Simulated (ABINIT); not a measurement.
## CsPbI2Br (P4/mmm): changed settings of a GW run in ABINIT

A base run on CsPbI2Br (P4/mmm), then changed inputs.

Calculated with ABINIT 10.8.3; PBE and many-body steps on it, plane waves.

## (1) Set-up

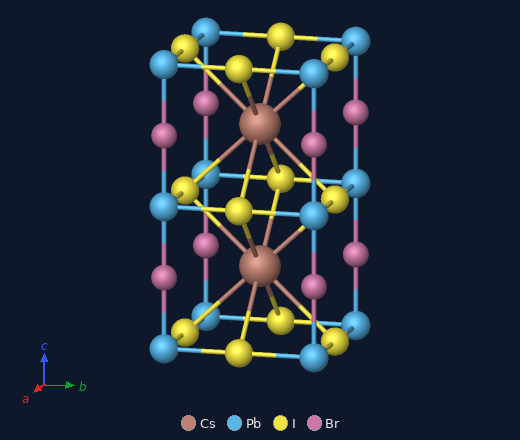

The cell as given, slightly off an axis (caesium pink, lead blue, iodine yellow, bromine pink). 1×1×2 cells are drawn. Some periodic images of atoms are drawn too.

The cell and positions are those that the Materials Project relaxed with its own functionals (PBE, PBE+U or r2SCAN), kept fixed. Spin-orbit coupling is left out unless a step names it.

## (2) Screening, 2×2×2 mesh, 277 bands, screening to 122.5 eV

This step: ABINIT 10.8.3; RPA screening on PBE, plane waves, norm-conserving pseudopotentials.

The RPA dielectric matrix is built and inverted for each q.

run.abi

```
acell 3*1.0 Angstrom
rprim 
  6.375296000000 0.000000000000 0.000000000000
  0.000000000000 6.375296000000 0.000000000000
  0.000000000000 0.000000000000 5.962220000000
ntypat 4
znucl 55 82 53 35
natom 5
typat 1 2 3 3 4
xred 
  0.500000000000 0.500000000000 0.500000000000
  0.000000000000 0.000000000000 0.000000000000
  0.000000000000 0.500000000000 0.000000000000
  0.500000000000 0.000000000000 0.000000000000
  0.000000000000 0.000000000000 0.500000000000
pp_dirpath "pseudos"
pseudos "Cs.upf, Pb.upf, I.upf, Br.upf"
ecut 31
ngkpt 2 2 2
nshiftk 1
shiftk 0 0 0
kptopt 1
chksymbreak 0
istwfk *1
occopt 1
irdwfk 1
optdriver 3
nband 277
ecuteps 4.5
inclvkb 2
awtr 1
symchi 1
indata_prefix "in"
outdata_prefix "out"
tmpdata_prefix "tmp"
```

Command:

```bash
$ OMP_NUM_THREADS=1 mpirun -n 4 abinit run.abi > log
```

Output:

```text
.Version 10.8.3 of ABINIT. v10.8.2 released Aug 2026.

 Symmetries : space group P4/m m m (#123); Bravais tP (primitive tetrag.)
[... echo of the input left out ...]
== DATASET  1 ==================================================================
-   mpi_nproc: 4, omp_nthreads: 1 (-1 if OMP is not activated)

--- !DatasetInfo
iteration_state: {dtset: 1, }
dimensions: {natom: 5, nkpt: 6, mband: 277, nsppol: 1, nspinor: 1, nspden: 1, mpw: 13544, }
cutoff_energies: {ecut:  31.0, pawecutdg:  -1.0, }
electrons: {nelect:   4.40000000E+01, charge:   0.00000000E+00, occopt:   1.00000000E+00, tsmear:   1.00000000E-02, }

 SCREENING: Calculation of the susceptibility and dielectric matrices

 Based on a program developped by R.W. Godby, V. Olevano, G. Onida, and L. Reining.
 Incorporated in ABINIT by V. Olevano, G.-M. Rignanese, and M. Torrent.
.Using double precision arithmetic ; gwpc =  8

[... cell and pseudopotentials left out ...]
--------------------------------------------------------------------------------

 ==== K-mesh for the wavefunctions ====
 Number of points in the irreducible wedge :     6
[... list of points left out ...]
 Together with 16 symmetry operations and time-reversal symmetry
 yields     8 points in the full Brillouin Zone.

 ==== Q-mesh for the screening function ====
 Number of points in the irreducible wedge :     6
[... list of points left out ...]
 Together with 16 symmetry operations and time-reversal symmetry
 yields     8 points in the full Brillouin Zone.

 setmesh: FFT mesh size selected  =    45x   45x   40
          total number of points  =        81000

 vcoul_init : cutoff-mode = AUXILIARY_FUNCTION
 q-points for optical limit:   1
     1)      0.000010    0.000020    0.000030

- screening: taking advantage of time-reversal symmetry
- Maximum band index for partially occupied states nbvw = 22
- Remaining bands to be divided among processors   nbcw = 255
- Number of bands treated by each node ~63

 Number of electrons calculated from density =   44.0000; Expected =   44.0000
 average of density, n =  0.026906
 r_s =    2.0702
 omega_plasma =   15.8227 [eV]

 calculating chi0 at frequencies [eV] :
  1    0.000000E+00    0.000000E+00
  2    0.000000E+00    1.582265E+01

--------------------------------------------------------------------------------
  q-point number  1        q = ( 0.000000, 0.000000, 0.000000) [r.l.u.]
--------------------------------------------------------------------------------
[... chi0 elements left out ...]
 For q-point:  0.000010 0.000020 0.000030
  dielectric constant =   9.9835
  dielectric constant without local fields =  11.4790

  Average fulfillment of the sum rule on Im[epsilon] for q-point    1 :     92.35  [%]
[... wings left out ...]
  q-point number  2        q = ( 0.500000, 0.000000, 0.000000) [r.l.u.]
--------------------------------------------------------------------------------
[... chi0 elements left out ...]
  Average fulfillment of the sum rule on Im[epsilon] for q-point    2 :     99.90  [%]

 [... 4 further q-points ...]
```

It took 4 min on 4 MPI ranks of Arm Neoverse V2, shared host; peak memory 3.9 GiB; 16 min of CPU time.

This step gave:

- ε∞ with local fields, on this mesh, along the program's q direction: 9.983
- the same without local fields: 11.48
- plasma frequency: 15.82 eV
- plane waves in the screening matrix: 727

Local fields lower ε∞ by 13 %. On a Γ-centred mesh this coarse the value itself is usually too large, while a short band sum pulls it down.

## (3) Base

The self-energy is evaluated for the states that the input lists, and the levels follow from it, in one-shot runs by the linearised quasiparticle equation.

This step: G0W0 on PBE, plane waves, norm-conserving pseudopotentials.

Changes to run.abi since step 2:

```diff
@@ -26,8 +26,17 @@
 irdwfk 1
-optdriver 3
+optdriver 4
 nband 277
+gwcalctyp 0
+ecutsigx 31
+symsigma 1
+nkptgw 2
+kptgw 
+  0.5000000000 0.5000000000 0.5000000000
+  0.0000000000 0.0000000000 0.0000000000
+bdgw 
+  21 24
+  21 24
 ecuteps 4.5
-inclvkb 2
-awtr 1
-symchi 1
+irdscr 1
+ppmodel 1
 indata_prefix "in"
```

Output:

```text
.Version 10.8.3 of ABINIT. v10.8.2 released Aug 2026.

 Symmetries : space group P4/m m m (#123); Bravais tP (primitive tetrag.)
[... echo of the input left out ...]
== DATASET  1 ==================================================================
-   mpi_nproc: 4, omp_nthreads: 1 (-1 if OMP is not activated)

--- !DatasetInfo
iteration_state: {dtset: 1, }
dimensions: {natom: 5, nkpt: 6, mband: 277, nsppol: 1, nspinor: 1, nspden: 1, mpw: 13544, }
cutoff_energies: {ecut:  31.0, pawecutdg:  -1.0, }
electrons: {nelect:   4.40000000E+01, charge:   0.00000000E+00, occopt:   1.00000000E+00, tsmear:   1.00000000E-02, }

 SIGMA: Calculation of the GW corrections

 Based on a program developped by R.W. Godby, V. Olevano, G. Onida, and L. Reining.
 Incorporated in ABINIT by V. Olevano, G.-M. Rignanese, and M. Torrent.
.Using double precision arithmetic ; gwpc =  8

[... cell and pseudopotentials left out ...]
--------------------------------------------------------------------------------

 ==== K-mesh for the wavefunctions ====
 Number of points in the irreducible wedge :     6
[... list of points left out ...]
 Together with 16 symmetry operations and time-reversal symmetry
 yields     8 points in the full Brillouin Zone.

 ==== Q-mesh for screening function ====
 Number of points in the irreducible wedge :     6
[... list of points left out ...]
 Together with 16 symmetry operations and time-reversal symmetry
 yields     8 points in the full Brillouin Zone.

 vcoul_init : cutoff-mode = AUXILIARY_FUNCTION
 q-points for optical limit:   1
     1)      0.000010    0.000020    0.000030
 setmesh: FFT mesh size selected  =    64x   64x   60
          total number of points  =       245760

 Number of electrons calculated from density =   44.0000; Expected =   44.0000
 average of density, n =  0.026906
 r_s =    2.0702
 omega_plasma =   15.8227 [eV]

 === KS Band Gaps ===
  >>>> For spin  1
   Minimum direct gap =   1.4643 [eV], located at k-point      :   0.5000  0.5000  0.5000
   Fundamental gap    =   1.4643 [eV], Top of valence bands at :   0.5000  0.5000  0.5000
                                       Bottom of conduction at :   0.5000  0.5000  0.5000
 SIGMA fundamental parameters:
 PLASMON POLE MODEL  1
 number of plane-waves for SigmaX                13465
 number of plane-waves for SigmaC and W            727
 number of plane-waves for wavefunctions         13465
 number of bands                                   277
 number of independent spin polarizations            1
 number of spinorial components                      1
 number of k-points in IBZ                           6
 number of q-points in IBZ                           6
 number of symmetry operations                      16
 number of k-points in BZ                            8
 number of q-points in BZ                            8
 number of frequencies for dSigma/dE                 9
 frequency step for dSigma/dE [eV]                0.25
 number of omega for Sigma on real axis              0
 max omega for Sigma on real axis  [eV]           0.00
 zcut for avoiding poles [eV]                     0.10

 EPSILON^-1 parameters (SCR file):
 dimension of the eps^-1 matrix on file            727
 dimension of the eps^-1 matrix used               727
 number of plane-waves for wavefunctions         13465
 number of bands                                   277
 number of q-points in IBZ                           6
 number of frequencies                               2
 number of real frequencies                          1
 number of imag frequencies                          1

 matrix elements of self-energy operator (all in [eV])

 Perturbative Calculation

--- !SelfEnergy_ee
iteration_state: {dtset: 1, }
kpoint     : [   0.500,    0.500,    0.500, ]
spin       : 1
KS_gap     :    1.464
QP_gap     :    2.184
Delta_QP_KS:    0.720
data: !SigmaeeData |
     Band     E0 <VxcDFT>   SigX SigC(E0)      Z dSigC/dE  Sig(E)    E-E0       E
       21   0.212 -11.202 -13.988   1.946   0.775  -0.290 -11.854  -0.652  -0.440
       22   1.059 -12.738 -14.703   1.327   0.783  -0.276 -13.237  -0.499   0.560
       23   2.524  -9.504  -6.470  -2.758   0.797  -0.255  -9.283   0.221   2.744
       24   2.524  -9.504  -6.470  -2.758   0.797  -0.255  -9.283   0.221   2.744

--- !SelfEnergy_ee
iteration_state: {dtset: 1, }
kpoint     : [   0.000,    0.000,    0.000, ]
spin       : 1
KS_gap     :    4.416
QP_gap     :    5.248
Delta_QP_KS:    0.832
data: !SigmaeeData |
     Band     E0 <VxcDFT>   SigX SigC(E0)      Z dSigC/dE  Sig(E)    E-E0       E
       21  -0.204 -11.079 -13.977   2.023   0.773  -0.293 -11.756  -0.677  -0.881
       22  -0.204 -11.079 -13.977   2.023   0.773  -0.293 -11.756  -0.677  -0.881
       23   4.212  -5.717  -2.343  -3.187   0.828  -0.208  -5.562   0.155   4.367
       24   5.103  -5.996  -2.567  -3.121   0.826  -0.210  -5.741   0.255   5.359

== END DATASET(S) ==============================================================
================================================================================

 -outvars: echo values of variables after computation  --------
           etotal      0.0000000000E+00
            nband         277
             nkpt           6
          spgroup         123
 [... the other variables as echoed above ...]

 Calculation completed.
```

Wall time 82 s (4 MPI ranks); peak memory 3.7 GiB.

This step gave:

| Property | Result |
| --- | --- |
| G0W0 gap on the points computed | 2.184 eV |
| starting gap on the mesh | 1.465 eV |
| k of the valence top | 0.5, 0.5, 0.5 |
| k of the conduction bottom | 0.5, 0.5, 0.5 |
| Z at the valence top | 0.783 |
| Z at the conduction bottom | 0.797 |
| least direct G0W0 gap on the computed points | 2.184 eV |

The gap on the mesh goes from 1.46 eV to 2.18 eV, a correction of +0.72 eV.

## (4) Coulomb singularity

Changes to run.abi since step 3:

```diff
@@ -41,2 +41,3 @@
 ppmodel 1
+gw_icutcoul 7
 indata_prefix "in"
```

Output:

```text
.Version 10.8.3 of ABINIT. v10.8.2 released Aug 2026.

 Symmetries : space group P4/m m m (#123); Bravais tP (primitive tetrag.)
[... echo of the input left out ...]
== DATASET  1 ==================================================================
-   mpi_nproc: 4, omp_nthreads: 1 (-1 if OMP is not activated)

--- !DatasetInfo
iteration_state: {dtset: 1, }
dimensions: {natom: 5, nkpt: 6, mband: 277, nsppol: 1, nspinor: 1, nspden: 1, mpw: 13544, }
cutoff_energies: {ecut:  31.0, pawecutdg:  -1.0, }
electrons: {nelect:   4.40000000E+01, charge:   0.00000000E+00, occopt:   1.00000000E+00, tsmear:   1.00000000E-02, }

 SIGMA: Calculation of the GW corrections

 Based on a program developped by R.W. Godby, V. Olevano, G. Onida, and L. Reining.
 Incorporated in ABINIT by V. Olevano, G.-M. Rignanese, and M. Torrent.
.Using double precision arithmetic ; gwpc =  8

[... cell and pseudopotentials left out ...]
--------------------------------------------------------------------------------

 ==== K-mesh for the wavefunctions ====
 Number of points in the irreducible wedge :     6
[... list of points left out ...]
 Together with 16 symmetry operations and time-reversal symmetry
 yields     8 points in the full Brillouin Zone.

 ==== Q-mesh for screening function ====
 Number of points in the irreducible wedge :     6
[... list of points left out ...]
 Together with 16 symmetry operations and time-reversal symmetry
 yields     8 points in the full Brillouin Zone.

 vcoul_init : cutoff-mode = AUX_GB
 q-points for optical limit:   1
     1)      0.000010    0.000020    0.000030
 setmesh: FFT mesh size selected  =    64x   64x   60
          total number of points  =       245760

 Number of electrons calculated from density =   44.0000; Expected =   44.0000
[...]
number of omega for Sigma on real axis              0
 max omega for Sigma on real axis  [eV]           0.00
 zcut for avoiding poles [eV]                     0.10

 EPSILON^-1 parameters (SCR file):
 dimension of the eps^-1 matrix on file            727
 dimension of the eps^-1 matrix used               727
 number of plane-waves for wavefunctions         13465
 number of bands                                   277
 number of q-points in IBZ                           6
 number of frequencies                               2
 number of real frequencies                          1
 number of imag frequencies                          1

 matrix elements of self-energy operator (all in [eV])

 Perturbative Calculation

--- !SelfEnergy_ee
iteration_state: {dtset: 1, }
kpoint     : [   0.500,    0.500,    0.500, ]
spin       : 1
KS_gap     :    1.464
QP_gap     :    2.195
Delta_QP_KS:    0.731
data: !SigmaeeData |
     Band     E0 <VxcDFT>   SigX SigC(E0)      Z dSigC/dE  Sig(E)    E-E0       E
       21   0.212 -11.202 -14.194   2.038   0.771  -0.297 -11.938  -0.736  -0.524
       22   1.059 -12.738 -14.909   1.420   0.779  -0.283 -13.323  -0.585   0.474
       23   2.524  -9.504  -6.470  -2.850   0.792  -0.262  -9.358   0.146   2.669
[...]
--- !SelfEnergy_ee
iteration_state: {dtset: 1, }
kpoint     : [   0.000,    0.000,    0.000, ]
spin       : 1
KS_gap     :    4.416
QP_gap     :    5.254
Delta_QP_KS:    0.838
data: !SigmaeeData |
     Band     E0 <VxcDFT>   SigX SigC(E0)      Z dSigC/dE  Sig(E)    E-E0       E
[...]
23   4.212  -5.717  -2.343  -3.280   0.823  -0.215  -5.639   0.077   4.290
       24   5.103  -5.996  -2.567  -3.214   0.822  -0.217  -5.819   0.177   5.281

== END DATASET(S) ==============================================================
================================================================================

 -outvars: echo values of variables after computation  --------
           etotal      0.0000000000E+00
            nband         277
             nkpt           6
          spgroup         123
 [... the other variables as echoed above ...]

 Calculation completed.
```

It took 83 s on 4 MPI ranks; peak memory 3.7 GiB.

Numbers from this step:

```
G0W0 gap on the points computed              : 2.195 eV
starting gap on the mesh                     : 1.465 eV
k of the valence top                         : 0.5, 0.5, 0.5
k of the conduction bottom                   : 0.5, 0.5, 0.5
Z at the valence top                         : 0.779
Z at the conduction bottom                   : 0.792
least direct G0W0 gap on the computed points : 2.195 eV
```

Against G0W0 in ABINIT (2×2×2 mesh, 277 bands, screening to 122.5 eV, Godby-Needs plasmon pole), the gap moves by +0.011 eV.

## (5) The runs together

Times are wall times on 4 MPI ranks of Arm Neoverse V2, shared host, good to a factor of about two. A run's time includes the screening step that it read.

| run | mesh | bands | screening cutoff (eV) | DFT gap (eV) | gap on the mesh (eV) | direct (eV) | ε∞ used | time |
| --- | --- | --- | --- | --- | --- | --- | --- | --- |
| base | 2×2×2 | 277 | 122.5 | 1.465 | 2.184 | 2.184 | 9.98 | 5.3 min |
| Coulomb singularity | 2×2×2 | 277 | 122.5 | 1.465 | 2.195 | 2.195 | 9.98 | 5.4 min |

## (6) Summary of results

| Quantity | Value |
| --- | --- |
| base | 2.184 eV |
| Coulomb singularity | 2.195 eV |
| known limits | not at the basis limit; exchange with frozen shells missing; no spin-orbit coupling; coarse k mesh |

**Reading.** Coulomb singularity: +0.011 eV against base (keys changed: gw_icutcoul). Bands and cutoff are finite, so the gap is not at the basis limit. The miss can reach some tenths of an eV and take either sign; the mesh is an error of its own. In the G0W0 runs levels were corrected at 2 k points alone, so a gap called «on the mesh» is the least over those, and an edge elsewhere would be missed. The 2×2×2 mesh is coarse for this cell, which bears on the long-range parts of exchange and screening. Where an edge is built on 6p states of lead, bismuth or thallium, scalar-relativistic gaps usually stand too wide, by a few tenths to over one eV. The norm-conserving file of at least one element keeps a d shell over frozen s and p shells of the same row. Exchange with those shells is missing from the self-energy, an error of 0.3 to 0.9 eV in cases checked, whose sign depends on which edge lies on those atoms. The many-body steps are scalar-relativistic: spin-orbit coupling is not in them.

[Paths, hosts, dates, memory and timing lines, banners, echoed tables and standing remarks are left out of the program output.]

[Logs are printed without paths, hosts, clocks, repeated set-up lines and the standing remarks that a program may print on its own settings, such as how far it seeks lower states.]

[Runs of the session that timed out or met a known fault of the program may be left out.]

[Hosts, paths, dates, database ids (printed as entryN), source tags and the programs' standing remarks are cut or masked in the printed files.]

[G0W0 gaps are taken among the corrected bands and points alone; a level outside them can change the order at an edge.]

[Where Ansatz stands beside ABINIT at settings called matched, ABINIT's density can come from a denser mesh and the files from another edition; pairs whose starting gaps differed by over 0.03 eV were left out, so agreement reads better than it is.]
